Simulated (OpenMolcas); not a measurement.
Run report: NB, relativistic diatomic calculation (part 2 of 2)

Continued. System: NB. Method: SA-CASSCF(8,8)/XMS-CASPT2 + RASSI spin-orbit (X2C scalar, AMFI), ANO-RCC-VTZP (OpenMolcas).

### The program's output (extracts), continued
```
++ Dipole transition strengths (spin-free states):
     for osc. strength at least  1.00000000E-05
      From   To        Osc. strength     Einstein coefficients Ax, Ay, Az (sec-1)    Total A (sec-1)
         7   12       2.08345331E-03  2.00076904E+04  9.47853718E-02  0.00000000E+00  2.00077852E+04
         7   13       2.08345411E-03  9.47664378E-02  2.00076982E+04  0.00000000E+00  2.00077930E+04
         7   10       2.43692359E-02  0.00000000E+00  0.00000000E+00  1.15562898E+07  1.15562898E+07
         7   11       6.77630111E-02  0.00000000E+00  0.00000000E+00  5.65769687E+07  5.65769687E+07
         7   14       2.17543019E-04  2.60686616E+05  7.65406819E+00  0.00000000E+00  2.60694270E+05
         7   15       2.17543216E-04  7.64922727E+00  2.60686857E+05  0.00000000E+00  2.60694507E+05
         2   16       2.15190943E-04  2.59479574E-01  1.64843534E+04  0.00000000E+00  1.64846129E+04
         2   17       2.98458550E-03  3.12368882E+05  4.69043765E+00  0.00000000E+00  3.12373573E+05
         2    4       2.13684168E-02  0.00000000E+00  0.00000000E+00  1.08427478E+07  1.08427478E+07
         2   18       9.94945626E-03  1.95944941E+02  1.31044383E+07  0.00000000E+00  1.31046342E+07
         2    5       5.42473401E-04  0.00000000E+00  0.00000000E+00  7.68577916E+05  7.68577916E+05
         2   19       2.30695680E-03  3.63260255E+06  1.45934655E+03  0.00000000E+00  3.63406190E+06
         2   20       2.30922657E-03  1.46429292E+03  3.64434434E+06  0.00000000E+00  3.64580863E+06
         1   16       2.15195791E-04  1.64847247E+04  2.59509466E-01  0.00000000E+00  1.64849842E+04
         1   17       2.98458488E-03  4.69070090E+00  3.12368818E+05  0.00000000E+00  3.12373508E+05
         1    3       2.13684174E-02  0.00000000E+00  0.00000000E+00  1.08427481E+07  1.08427481E+07
         1   18       9.94905181E-03  1.31039056E+07  1.95932783E+02  0.00000000E+00  1.31041015E+07
         1    6       5.42474388E-04  0.00000000E+00  0.00000000E+00  7.68579315E+05  7.68579315E+05
         1   19       2.30697253E-03  1.45953750E+03  3.63262714E+06  0.00000000E+00  3.63408668E+06
         1   20       2.30964103E-03  3.64499865E+06  1.46433749E+03  0.00000000E+00  3.64646298E+06
        12    8       5.52426087E-03  9.48093204E+03  1.52190265E+06  0.00000000E+00  1.53138358E+06
        12    9       5.52815847E-03  1.52512339E+06  9.50054997E+03  0.00000000E+00  1.53462394E+06
        12   10       5.22019889E-04  1.82107353E+05  8.81406336E-01  0.00000000E+00  1.82108234E+05
        12   11       2.96499158E-02  1.97301899E+07  9.36342822E+01  0.00000000E+00  1.97302835E+07
        12   14       2.75802646E-02  0.00000000E+00  0.00000000E+00  2.73984939E+07  2.73984939E+07
        13    8       5.52426029E-03  1.52190347E+06  9.47995095E+03  0.00000000E+00  1.53138342E+06
        13    9       5.52815247E-03  9.50053221E+03  1.52512174E+06  0.00000000E+00  1.53462228E+06
        13   10       5.22028841E-04  8.52756873E-01  1.82110505E+05  0.00000000E+00  1.82111357E+05
        13   11       2.96499432E-02  9.34254660E+01  1.97302083E+07  0.00000000E+00  1.97303017E+07
        13   15       2.75802642E-02  0.00000000E+00  0.00000000E+00  2.73984935E+07  2.73984935E+07
        16    4       2.12467182E-03  1.95892661E-01  4.03073655E+05  0.00000000E+00  4.03073851E+05
        16    3       2.12465420E-03  4.03070312E+05  1.95838727E-01  0.00000000E+00  4.03070508E+05
        16   18       1.64073782E-03  0.00000000E+00  0.00000000E+00  1.24439784E+06  1.24439784E+06
        16    6       8.84102465E-04  7.37792549E+05  7.55343561E+00  0.00000000E+00  7.37800102E+05
        16    5       8.84126392E-04  7.55172409E+00  7.37812518E+05  0.00000000E+00  7.37820069E+05
        17    4       1.26887163E-03  1.91827400E+05  9.00978949E-02  0.00000000E+00  1.91827490E+05
        17    3       1.26887176E-03  9.01018845E-02  1.91827420E+05  0.00000000E+00  1.91827511E+05
        17    6       1.08667065E-05  9.88971334E-02  8.16413608E+03  0.00000000E+00  8.16423498E+03
        17    5       1.08667175E-05  8.16414423E+03  9.89901471E-02  0.00000000E+00  8.16424322E+03
         8   14       1.10274602E-03  1.38686226E+03  2.42408107E+05  0.00000000E+00  2.43794969E+05
         8   15       1.10274884E-03  2.42408076E+05  1.38751655E+03  0.00000000E+00  2.43795593E+05
         9   14       1.10187502E-03  2.41834312E+05  1.38391907E+03  0.00000000E+00  2.43218231E+05
         9   15       1.10187925E-03  1.38392020E+03  2.41835245E+05  0.00000000E+00  2.43219165E+05
        10   11       3.30793043E-02  0.00000000E+00  0.00000000E+00  1.67624957E+06  1.67624957E+06
        10   14       2.56063455E-03  4.22199969E+05  1.24796030E+01  0.00000000E+00  4.22212449E+05
        10   15       2.56062822E-03  1.25089410E+01  4.22198896E+05  0.00000000E+00  4.22211404E+05
         4   18       2.21490050E-04  2.18131942E-02  4.19740911E+04  0.00000000E+00  4.19741129E+04
         4    5       3.67785082E-04  0.00000000E+00  0.00000000E+00  8.40195055E+04  8.40195055E+04
         4   19       9.30366335E-04  2.73928612E+05  1.47326732E+02  0.00000000E+00  2.74075939E+05
         4   20       9.32775320E-04  1.48480890E+02  2.76065522E+05  0.00000000E+00  2.76214003E+05
         3   18       2.21454795E-04  4.19674100E+04  2.17687617E-02  0.00000000E+00  4.19674318E+04
         3    6       3.67785106E-04  0.00000000E+00  0.00000000E+00  8.40195110E+04  8.40195110E+04
         3   19       9.30376716E-04  1.47330833E+02  2.73931666E+05  0.00000000E+00  2.74078997E+05
         3   20       9.32842176E-04  2.76085319E+05  1.48481999E+02  0.00000000E+00  2.76233801E+05
        11   14       5.25547251E-04  1.72080579E+04  5.10339734E-01  0.00000000E+00  1.72085683E+04
        11   15       5.25547025E-04  5.10682921E-01  1.72080502E+04  0.00000000E+00  1.72085609E+04
        21   23       4.88207080E-04  1.40427594E+04  3.75928273E+03  0.00000000E+00  1.78020422E+04
        22   23       4.88200050E-04  3.75914892E+03  1.40426369E+04  0.00000000E+00  1.78017859E+04
        18    6       7.23883226E-04  1.31591639E+03  1.34428530E-02  0.00000000E+00  1.31592984E+03
        18    5       7.23856294E-04  1.34449437E-02  1.31586743E+03  0.00000000E+00  1.31588088E+03
         6   19       2.03477300E-04  6.27476793E-01  8.53760364E+02  0.00000000E+00  8.54387841E+02
         6   20       2.07877419E-04  9.10562808E+02  6.69334728E-01  0.00000000E+00  9.11232143E+02
         5   19       2.03476022E-04  8.53754931E+02  6.27542952E-01  0.00000000E+00  8.54382474E+02
         5   20       2.07918207E-04  6.69318744E-01  9.10741619E+02  0.00000000E+00  9.11410938E+02
 Electric-quadrupole - electric-quadrupole not included
 Electric-dipole - electric-octupole not included
 Electric-dipole - magnetic-quadrupole not included
   Eigenvalues of complex Hamiltonian:
  (Shifted by EMIN (a.u.) =        -79.2969722825)
 SO State       Relative EMIN(au)   Rel lowest level(eV)    D:o, cm**(-1)      Omega
     1            -0.0000675678        0.0000000000              0.0000         0.0
     2            -0.0000533785        0.0003861113              3.1142         2.0
     3            -0.0000533784        0.0003861118              3.1142         2.0
     4             0.0000499361        0.0031974437             25.7891         1.0
     5             0.0000499361        0.0031974437             25.7891         1.0
     6             0.0001542219        0.0060352036             48.6772         0.0
     7             0.0002219165        0.0078772679             63.5345         0.0
     8             0.0172884950        0.4722825271           3809.2155         1.0
     9             0.0172884950        0.4722825272           3809.2155         1.0
    10             0.0488792931        1.3319119373          10742.5943         1.0
    11             0.0488792931        1.3319119372          10742.5943         1.0
    12             0.0488793064        1.3319122998          10742.5972         0.0
    13             0.0571238282        1.5562571665          12552.0606         0.0
    14             0.0571246786        1.5562803064          12552.2472         1.0
    15             0.0571246786        1.5562803064          12552.2472         1.0
    16             0.1101726609        2.9997894434          24194.9336         2.0
    17             0.1102380896        3.0015698482          24209.2935         2.0
    18             0.1214857717        3.3076348698          26677.8744         0.0
    19             0.1256045941        3.4197137373          27581.8514         2.0
    20             0.1256046005        3.4197139120          27581.8528         2.0
    21             0.1257195947        3.4228430630          27607.0911         1.0
    22             0.1257195947        3.4228430630          27607.0911         1.0
    23             0.1258362284        3.4260168281          27632.6893         0.0
    24             0.1258391793        3.4260971252          27633.3369         0.0
    25             0.1612013715        4.3883513954          35394.4410         0.0
    26             0.1754033188        4.7748060702          38511.4082         1.0
    27             0.1754033188        4.7748060702          38511.4082         1.0
    28             0.1754375901        4.7757386390          38518.9298         0.0
    29             0.1754376844        4.7757412045          38518.9505         0.0
    30             0.1754720453        4.7766762131          38526.4919         1.0
    31             0.1754720453        4.7766762130          38526.4919         1.0
    32             0.1755065422        4.7776149209          38534.0631         2.0
    33             0.1755065428        4.7776149365          38534.0632         2.0
    34             0.1755411283        4.7785560564          38541.6538         3.0
    35             0.1755411283        4.7785560564          38541.6538         3.0
    36             0.1931249718        5.2570368147          42400.8614         1.0
    37             0.1931249718        5.2570368147          42400.8614         1.0
    38             0.2025188625        5.5126576034          44462.5821         0.0
    39             0.2025191250        5.5126647465          44462.6397         1.0
    40             0.2025191250        5.5126647468          44462.6397         1.0
    41             0.2091480325        5.6930465089          45917.5168         2.0
    42             0.2091480326        5.6930465094          45917.5168         2.0
    43             0.2091539630        5.6932078856          45918.8183         1.0
    44             0.2091539630        5.6932078860          45918.8183         1.0
    45             0.2091558950        5.6932604577          45919.2424         0.0
    46             0.2099735152        5.7155090372          46098.6893         0.0
    47             0.2099781262        5.7156345084          46099.7013         0.0
    48             0.2100483419        5.7175451738          46115.1118         1.0
    49             0.2100483418        5.7175451732          46115.1118         1.0
    50             0.2101220158        5.7195499425          46131.2814         2.0
    51             0.2101220175        5.7195499900          46131.2817         2.0
    52             0.2214698526        6.0283403128          48621.8437         2.4
    53             0.2214698526        6.0283403128          48621.8437         2.4
    54             0.2214730035        6.0284260545          48622.5352         2.0
    55             0.2217215528        6.0351894248          48677.0855         2.0
    56             0.2217246791        6.0352744975          48677.7716         2.0
    57             0.2217246791        6.0352744973          48677.7716         2.0
 Weights of the five most important spin-orbit-free states for each spin-orbit state.
 SO State  Total energy (au)           Sp
```

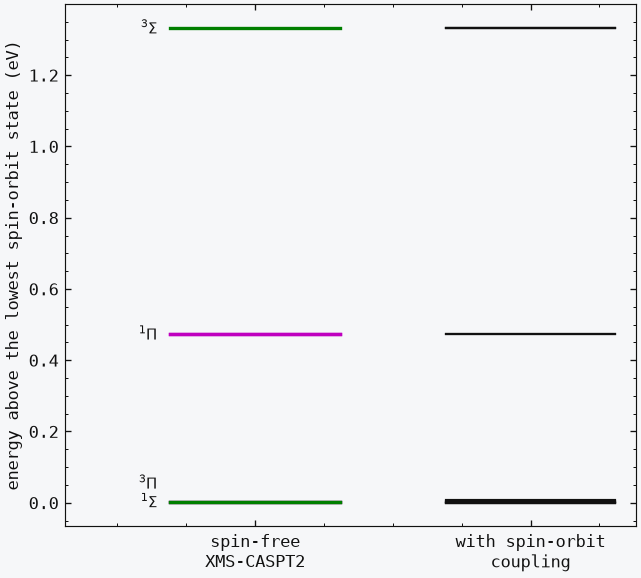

*States up to 1.5 eV at 1.326 Å, without spin-orbit coupling (left, a colour for each spin multiplicity) and with it (right, where close levels merge).*

The spin-free states run ¹Σ (0.00 eV), ³Π (0.00 eV), ¹Π (0.47 eV), ³Σ (1.33 eV) from the lowest. The lowest spin-orbit levels have |Ω| = 0 (0 cm⁻¹), 2 (3 cm⁻¹), 1 (26 cm⁻¹), 0 (49 cm⁻¹), 0 (64 cm⁻¹).

Outcome of the run: converged; components of a degenerate state are split by 55 cm⁻¹; the ground state isn't settled.
